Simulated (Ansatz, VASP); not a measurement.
# CdSe: VASP beside Ansatz

One calculation is typed for both programs; each brings its own data sets and cutoff. How far apart do they land?

Method: plane waves, with VASP 6.6.1 beside it; band structure at r2SCAN-EpsX, in Ansatz 0.2.0.

**1. Starting point**

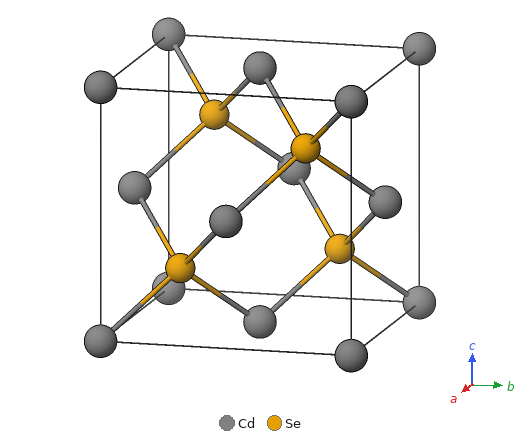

The starting structure, seen slightly off an axis (cadmium grey, selenium orange). This picture shows the conventional cell, with its axes. Bonds to atoms that aren't drawn are left out. Some periodic images of atoms are drawn too.

**2. Ansatz: band structure, r2SCAN-EpsX**

Ansatz runs on its default PAW (the set named soft_2) files.

Levels along a path test the potential and the projectors away from the mesh points.

Input file input.yaml:

```yaml
crystal:
  lattice:
    - [0.0, 3.025, 3.025]
    - [3.025, 0.0, 3.025]
    - [3.025, 3.025, 0.0]
  atoms:
    - { symbol: Cd, position: [0.0, 0.0, 0.0] }
    - { symbol: Se, position: [0.25, 0.25, 0.25] }
hamiltonian:
  xc: { exchange: r2scan, correlation: r2scan, exx: { coeff: 0.043 } }
  pseudopotentials: { kind: paw }
kpoints:
  mp_grid: { grid: [4, 4, 4] }
  band_path:
    path:
      - [0.0, 0.0, 0.0]
      - [0.5, 0.0, 0.5]
      - [0.5, 0.22222, 0.72222]
      - [0.40278, 0.34722, 0.75]
      - [0.125, 0.125, 0.25]
      - [0.27778, 0.27778, 0.27778]
      - [0.55556, 0.38889, 0.55556]
      - [0.58333, 0.25, 0.66667]
      - [0.5, 0.30556, 0.69444]
      - [0.48611, 0.48611, 0.52778]
      - [0.625, 0.25, 0.625]
      - [0.5, 0.0, 0.5]
    npoints: 1
scf:
  occupations: { method: gaussian, width: 0.03 }
  n_extra_bands: 7
output:
  forces: true
  stress: true
  eigenvalues: true
```

Launch:

```bash
$ ansatz run input.yaml --threads 4 --pin off --max-ram 9216MiB --backend cpu --events-out ev --progress --plain --runs-dir out
```

Numbers of over 12 decimals in the logs are rounded to 6 here.

Log:

```text
Warning: output.stress: scf.convergence.dr2_threshold = 1e-7 eV (the SCF's general default) is looser than the 2e-10 eV advised for a printed stress (1e-10 eV for each atom of the cell: 2). What an SCF threshold leaves in a stress goes as its square root, and in the free energy as the threshold itself, and one threshold admits the most on a small cell: [figures from the program's tests cut] Set scf.convergence.dr2_threshold to 2e-10 eV or tighter. The threshold is an SCF's pass mark: one that does not reach it within its budget of iterations ends unconverged, or closes short of it on a stop that the run arms, and scf.convergence.dr2_threshold's page says what that costs each kind of run
Warning: output.stress: scf.exx.energy_threshold = 1e-6 eV is looser than the 2e-8 eV advised for a stress under a hybrid functional (1e-8 eV for each atom of the cell: 2). Every SCF of the exchange loop can meet its threshold on dr2 while the loop round them stops early: no threshold on dr2 bounds what that leaves in the stress. Set scf.exx.energy_threshold to 2e-8 eV or tighter. The threshold is the loop's pass mark: a loop that does not reach it within its budget of cycles ends unconverged, and scf.exx.energy_threshold's page has the law
scf.n_extra_bands = 7 over 18 filled bands (N_el = 36.0): the run solves 25 bands
Engine: ansatz 0.2.0, aarch64-unknown-linux-gnu
Pseudopotentials: kind: paw
Pseudopotential: Cd, paw, valence charge 20, recommended cutoff 500 eV (meta_gga), Cd.paw.azcp
Pseudopotential: Se, paw, valence charge 16, recommended cutoff 500 eV (meta_gga), Se.paw.azcp
Functional definition: unnamed
  parameter a_1 = 0.043
  exchange = (1 - a_1)*r2scan_x + a_1*exact_x
  correlation = r2scan_c
Crystal: 2 atoms, lattice volume = 55.361 Å³
Basis set: ecut = 500 eV, 1411 PW (Γ), exchange–correlation on 128×128×128 points (64 copies of the dense FFT grid, shifted against one another)
Bands: 25, of which v1, the nominal top of the filled ones, is band 18 counted from 1 (17 counted from 0)
Symmetry: 24 space group operations
Space group: F-43m (ITA 216), of the structure as read, at distance tolerance 3.8e-5 Å
k-points: 8 of 64 (time reversal used)
Non-local potential: Cd, projectors of the file, l = 0: 3, l = 1: 2, l = 2: 2, l = 3: 1
Non-local potential: Se, projectors of the file, l = 0: 2, l = 1: 2, l = 2: 3, l = 3: 1
PAW form: soft (Blöchl's): semilocal exchange-correlation on the pseudo side does not see the compensation charge
PAW frozen core: Cd, regenerated for the run's functional, and the local potential with it (the file was generated under x = pbe(κ = 0.804, μ = 0.219515), c = pbe(β = 0.066725))
PAW frozen core: Se, regenerated for the run's functional, and the local potential with it (the file was generated under x = pbe(κ = 0.804, μ = 0.219515), c = pbe(β = 0.066725))
PAW one-centre angular grid: Cd, 590 points (default); XC on 160 Gauss nodes
PAW one-centre angular grid: Se, 590 points (default); XC on 160 Gauss nodes
Initial density: superposition of atomic densities (neutral atoms: chi_scale 0, normalization atom), corrected by the library's trained network
Initial wavefunctions: pseudopotential atomic-orbital guess
Functional: x = r2scan, c = r2scan; τ floored in thin density (d = 2e-4 eV/Å³), warm-up for x = 0.957 r2scan + 0.043 exact, c = r2scan; τ floored in thin density (d = 2e-4 eV/Å³)
SCF iter   1: F=—  HF=-13747.768664 eV  |F-HF|=—  |Δ(HF+E_count)|=         —  Δρ=5.67e-3  dr2=1.27e-2  dr2_τ=1.63e-2  ethr=1.77e-3  ⟨swp⟩=11.5  Hψ=906  notcnv=0
preconditioner: auto → none  [insulator: Δε(μ)=1.134 eV  Ē_g=15.371 eV  σ=0.030 eV  W_gap=1.00  n_scr=14 (ndim 8)  ℏωp=21.2 eV  f_vac=0.197  D(μ)=0.00/eV (n_scr^D=0)]
SCF iter   2: F=—  HF=-13747.776942 eV  |F-HF|=—  |Δ(HF+E_count)|=   8.28e-3  Δρ=2.66e-3  dr2=1.51e-3  dr2_τ=4.84e-4  ethr=3.54e-5  ⟨swp⟩=4.4  Hψ=534  notcnv=0  defer=5
SCF iter   3: F=—  HF=-13747.777854 eV  |F-HF|=—  |Δ(HF+E_count)|=   9.12e-4  Δρ=9.56e-4  dr2=2.50e-4  dr2_τ=3.28e-5  ethr=4.19e-6  ⟨swp⟩=2.6  Hψ=369  notcnv=0  defer=2
iter 4 solved again at ethr=1.09e-8 eV; its pass at ethr=6.94e-7 eV (dr2=3.92e-6 eV) is discarded
SCF iter   4: F=-13747.777983 eV  HF=-13747.777985 eV  |F-HF|=1.96e-6  |Δ(HF+E_count)|=   1.31e-4  Δρ=1.04e-4  dr2=4.54e-6  dr2_τ=3.18e-7  ethr=1.09e-8  ⟨swp⟩=4.0  Hψ=903  notcnv=0
SCF 1 stopped early in 4 iterations: F = -13747.777983 eV  dr2 = 4.54e-6
  greatest PAW one-centre occupation: 1.001 electrons in one spin orbital (limit 2), on the Cd atom at site 0 (counted from 0), in its partial waves of l = 1
Initial density: handed on by an earlier stage of this run
Initial wavefunctions: those handed on with the density
Functional: x = 0.957 r2scan + 0.043 exact, c = r2scan; τ floored in thin density (d = 2e-4 eV/Å³)
Frozen-core exchange: fock
SCF iter   1: F=—  HF=-13747.624596 eV  |F-HF|=—  |Δ(HF+E_count)|=         —  Δρ=7.32e-4  dr2=2.05e-4  dr2_τ=2.86e-5  ethr=1.26e-7  ⟨swp⟩=9.8  Hψ=862  notcnv=0
preconditioner: auto → none  [insulator: Δε(μ)=1.353 eV  Ē_g=15.750 eV  σ=0.030 eV  W_gap=1.00  n_scr=14 (ndim 8)  ℏωp=21.2 eV  f_vac=0.198  D(μ)=0.00/eV (n_scr^D=0)]
SCF iter   2: F=—  HF=-13747.624549 eV  |F-HF|=—  |Δ(HF+E_count)|=   4.67e-5  Δρ=2.06e-4  dr2=9.95e-6  dr2_τ=4.95e-7  ethr=1.26e-7  ⟨swp⟩=4.0  Hψ=526  notcnv=0
SCF iter   3: F=—  HF=-13747.624606 eV  |F-HF|=—  |Δ(HF+E_count)|=   5.70e-5  Δρ=9.70e-5  dr2=2.40e-6  dr2_τ=1.23e-7  ethr=2.44e-8  ⟨swp⟩=4.0  Hψ=442  notcnv=0
SCF iter   4: F=—  HF=-13747.624607 eV  |F-HF|=—  |Δ(HF+E_count)|=   6.29e-7  Δρ=3.08e-5  dr2=1.93e-7  dr2_τ=1.38e-8  ethr=6.64e-9  ⟨swp⟩=3.0  Hψ=411  notcnv=0  defer=2
SCF iter   5: F=-13747.624607 eV  HF=-13747.624607 eV  |F-HF|=3.26e-10  |Δ(HF+E_count)|=   1.20e-7  Δρ=2.54e-6  dr2=8.01e-9  dr2_τ=8.73e-10  ethr=5.17e-10  ⟨swp⟩=3.6  Hψ=440  notcnv=0  defer=2
SCF 2 converged in 5 iterations: F = -13747.624607 eV  dr2 = 8.01e-9
  greatest PAW one-centre occupation: 1.002 electrons in one spin orbital (limit 2), on the Cd atom at site 0 (counted from 0), in its partial waves of l = 1
hybrid outer 1: dexx = +3.264e-5 eV, tail = 3.80e-8 eV
Frozen-core exchange: fock
SCF iter   1: F=—  HF=-13747.624608 eV  |F-HF|=—  |Δ(HF+E_count)|=         —  Δρ=3.92e-6  dr2=4.22e-9  dr2_τ=3.77e-10  ethr=5.28e-10  ⟨swp⟩=8.2  Hψ=566  notcnv=0
preconditioner: auto → none  [insulator: Δε(μ)=1.357 eV  Ē_g=15.742 eV  σ=0.030 eV  W_gap=1.00  n_scr=14 (ndim 8)  ℏωp=21.2 eV  f_vac=0.200  D(μ)=0.00/eV (n_scr^D=0)]
SCF iter   2: F=-13747.624608 eV  HF=-13747.624608 eV  |F-HF|=3.27e-11  |Δ(HF+E_count)|=  4.44e-10  Δρ=8.65e-7  dr2=2.57e-10  dr2_τ=5.13e-11  ethr=1.17e-11  ⟨swp⟩=3.2  Hψ=445  notcnv=0
SCF 3 converged in 2 iterations: F = -13747.624608 eV  dr2 = 2.57e-10
  Residual-converged pass: ⟨swp⟩=2.6  Hψ=320  notcnv=0  max |occ|·‖R‖ = 2.3e-6 eV (tolerance 2.4e-6 eV)  dr2=2.58e-10  dr2_τ=5.11e-11  dr2_onsite=1.66e-10  max |Δocc| = 1.8e-234
hybrid outer 2: dexx = +1.970e-10 eV, tail = 9.55e-10 eV, Δε = 9.35e-5 eV (about 1.93e-5 eV left of the loop's levels)
NSCF: frozen V_eff on 12 k-points
hybrid SCF converged: 2 outer / 7 inner (+4 warm-up), last move |dexx| = 1.97e-10 eV, tail = 9.55e-10 eV
Stability not checked: this state was not tested for a lower state beside it, because the functional holds exact exchange (a hybrid, or Hartree-Fock), whose exchange loop this test does not read (fock_operator; see scf.lower_state_search)
Free energy (F): -13747.624608 eV
Frozen-core exchange: fock
Harris-Foulkes:  -13747.624608 eV  (|F-HF|=3.27e-11)
Internal energy: -13747.624608 eV  (E = F + TS)
E sigma→0 (E₀):  -13747.624608 eV
Fermi energy:    7.971671 eV
--- Per-component energies (eV) ---
  E_band       = -938.911940
  E_kinetic    = 625.420986
  E_local      = -6342.824241  (includes V_loc(G=0)·N_el)
  E_nonlocal   = -560.949518
  E_hartree    = 3021.374337
  E_xc         = -256.748843
  E_vxc        = -337.881207  (∫ρ·V_xc dr)
  E_exx        = -29.521873  (= α·E_x^exact, valence–valence)
  E_paw        = -6011.821780  (= ΣΔE_a)
  E_vpaw       = -327.649614  (= ΣTr[D̂ρ^β])
  E_aug_tail   = -0.000205  (compensation charges beyond the density's cutoff)
  E_vtau       = 21.266005  (kinetic-family band-sum trace: ∫τ·v_τ [+ j·A + Jᵃ·Aᵃ] dr)
  E_ewald      = -4190.068988
  E_core_change = -2.484482  (= ΣΔE_core)
  E_smearing   = -0.000000  (= −TS)
  E_closure    = -0.000000  (closes the sum)
  Σ components = -13747.624608   (vs F -13747.624608, Δ=0.00e0)
--- Forces (eV/Å), atoms counted from 1 ---
  atom   1  Cd     0.00000000     0.00000000    -0.00000000
  atom   2  Se    -0.00000000     0.00000000     0.00000000
  max |Σ_I F_I| component: 9.71e-17 eV/Å
--- Stress (GPa, compression-positive) ---
        2.409799      -0.000000      -0.000000
       -0.000000       2.409799       0.000000
       -0.000000       0.000000       2.409799
  P = ⅓ Tr σ = 2.4098 GPa (24.098 kbar)
--- Band table (eV; the first three rows and the last of 8) ---
  k-point 0: bands = [... 14 lower, -0.7852, 7.2927, 7.2927, 7.2927, 8.6499, 14.0375, 14.0375, 14.0375, ... 3 higher]
  k-point 1: bands = [... 14 lower, -0.7828, 4.5823, 6.8699, 6.8699, 10.3307, 13.9921, 14.5653, 14.5653, ... 3 higher]
  k-point 2: bands = [... 14 lower, -0.4558, 2.7112, 6.5015, 6.5015, 10.4313, 14.4916, 14.4916, 15.4100, ... 3 higher]
  k-point 7: bands = [... 14 lower, -0.2453, 3.1885, 4.9180, 4.9600, 13.0437, 13.1931, 14.6542, 15.5741, ... 3 higher]
```

It took 49 s on 4 threads of Arm Neoverse N1, shared host; peak memory 1 GiB; 3 min of CPU time.

Reading the cycles: dr2 is the Hartree energy of the density residual (eV), the measure of convergence; HF is the Harris–Foulkes estimate of the energy, which meets the free energy F at convergence.

**3. VASP: band structure, r2SCAN-EpsX**

The same cell, functional, mesh and smearing now go to VASP, with its own data sets and cutoff.

Lines of VASP's logs that name or quote its potential files are left out, and so is its time.

Input file INCAR:

```
SYSTEM = CdSe
PREC = Accurate
ENCUT = 350
EDIFF = 1E-06
NELM = 100
ISMEAR = 0
SIGMA = 0.03
LREAL = .FALSE.
ALGO = Normal
LHFCALC = .TRUE.
AEXX = 0.043
METAGGA = R2SCAN
LASPH = .TRUE.
NBANDS = 15
PRECFOCK = Fast
HFRCUT = -1
LORBIT = 11
LWAVE = .FALSE.
LCHARG = .FALSE.
KPAR = 4
```

Input file POSCAR:

```
CdSe
1.0
    0.0000000000      3.0250000000      3.0250000000
    3.0250000000      0.0000000000      3.0250000000
    3.0250000000      3.0250000000      0.0000000000
Cd Se
1 1
Direct
    0.0000000000      0.0000000000      0.0000000000
    0.2500000000      0.2500000000      0.2500000000
```

Input file KPOINTS:

```
Automatic mesh
0
Gamma
4 4 4
0 0 0
```

Input file KPOINTS_OPT:

```
Line mode
10
Line-mode
Reciprocal
  0.00000000   0.00000000   0.00000000 GAMMA
  0.50000000   0.00000000   0.50000000 X

  0.50000000   0.00000000   0.50000000 X
  0.50000000   0.25000000   0.75000000 W

  0.50000000   0.25000000   0.75000000 W
  0.37500000   0.37500000   0.75000000 K

  0.37500000   0.37500000   0.75000000 K
  0.00000000   0.00000000   0.00000000 GAMMA

  0.00000000   0.00000000   0.00000000 GAMMA
  0.50000000   0.50000000   0.50000000 L

  0.50000000   0.50000000   0.50000000 L
  0.62500000   0.25000000   0.62500000 U

  0.62500000   0.25000000   0.62500000 U
  0.50000000   0.25000000   0.75000000 W

  0.50000000   0.25000000   0.75000000 W
  0.50000000   0.50000000   0.50000000 L

  0.50000000   0.50000000   0.50000000 L
  0.37500000   0.37500000   0.75000000 K

  0.62500000   0.25000000   0.62500000 U
  0.50000000   0.00000000   0.50000000 X
```

PAW data sets: Cd and Se (PBE family, release 64).

Launch:

```bash
$ mpirun -np 4 vasp_std
```

Log:

```text
[banner, memory and clock lines left out]
running    4 mpi-ranks, on    1 nodes
 distrk:  each k-point on    1 cores,    4 groups
 distr:  one band on    1 cores,    1 groups

 POSCAR found type information on POSCAR CdSe
 POSCAR found :  2 types and       2 ions
|                                                                             |
|               ----> ADVICE to this user running VASP <----                  |
|                                                                             |
|     You enforced a specific xc type in the INCAR file but a different       |
|     [... a line on the potential file left out ...]
|     I HOPE YOU KNOW WHAT YOU ARE DOING!                                     |
|                                                                             |

 LDA part: xc-table for (None), standard interpolation
 found WAVECAR, reading the header
 POSCAR, INCAR and KPOINTS ok, starting setup
 FFT: planning ... GRIDC
 FFT: planning ... GRID_SOFT
 FFT: planning ... GRID
 HFRCUT set to (new)   9.457271
 reading WAVECAR
 the WAVECAR file was read successfully
 initial charge from wavefunction
 entering main loop
       N       E                     dE             d eps       ncg     rms          rms(c)
DAV:   1    -0.349269391614E+02   -0.34927E+02   -0.10275E+00   261   0.106E+01    0.337E+00
DAV:   2    -0.348990652517E+02    0.27874E-01   -0.86828E-02   254   0.409E+00    0.121E+00
DAV:   3    -0.348987529907E+02    0.31226E-03   -0.86163E-03   247   0.103E+00    0.641E-01
DAV:   4    -0.348990386517E+02   -0.28566E-03   -0.96315E-04   261   0.291E-01    0.383E-01
DAV:   5    -0.348992060937E+02   -0.16744E-03   -0.21219E-04   254   0.129E-01    0.230E-01
DAV:   6    -0.348992898915E+02   -0.83798E-04   -0.54297E-05   268   0.665E-02    0.138E-01
DAV:   7    -0.348993270293E+02   -0.37138E-04   -0.17938E-05   261   0.386E-02    0.826E-02
DAV:   8    -0.348993425693E+02   -0.15540E-04   -0.70289E-06   261   0.243E-02    0.493E-02
DAV:   9    -0.348993487306E+02   -0.61614E-05   -0.29554E-06   261   0.156E-02    0.294E-02
DAV:  10    -0.348993509628E+02   -0.22322E-05   -0.12395E-06   197   0.102E-02    0.178E-02
DAV:  11    -0.348993516269E+02   -0.66412E-06   -0.63849E-07   176   0.760E-03
   1 F= -.34899352E+02 E0= -.34899352E+02  d E =-.212388E-23
 Start KPOINTS_OPT (optional k-point list driver)
k-point batch [1-8\100]
       N       E                     dE             ncg
DAV:   1    -0.633238411189E+01   -0.21926E+04      248
DAV:   2    -0.797953474227E+03   -0.79162E+03      296
DAV:   3    -0.827296755845E+03   -0.29343E+02      261
DAV:   4    -0.827439773351E+03   -0.14302E+00      310
DAV:   5    -0.827440567761E+03   -0.79441E-03      310
DAV:   6    -0.827440577970E+03   -0.10209E-04      317
DAV:   7    -0.827440578129E+03   -0.15942E-06      261
[...]
k-point batch [97-100\100]
       N       E                     dE             ncg
DAV:   1     0.178927597559E+04   -0.20993E+04      128
DAV:   2     0.144911710841E+04   -0.34016E+03      148
DAV:   3     0.143761911918E+04   -0.11498E+02      169
DAV:   4     0.143756737593E+04   -0.51743E-01      148
DAV:   5     0.143756711837E+04   -0.25756E-03      176
DAV:   6     0.143756711577E+04   -0.26016E-05      176
DAV:   7     0.143756711574E+04   -0.30369E-07      137
```

(Continued in part 2 of 2.)

[Lines on the potential files, build, host, timing and source positions are cut from VASP's logs without a mark.]

[Logs are printed without paths, hosts, clocks, repeated set-up lines and the standing remarks that a program may print on its own settings, such as how far it seeks lower states.]

[Hosts, paths, dates, database ids (printed as entryN), source tags and the programs' standing remarks are cut or masked in the printed files.]
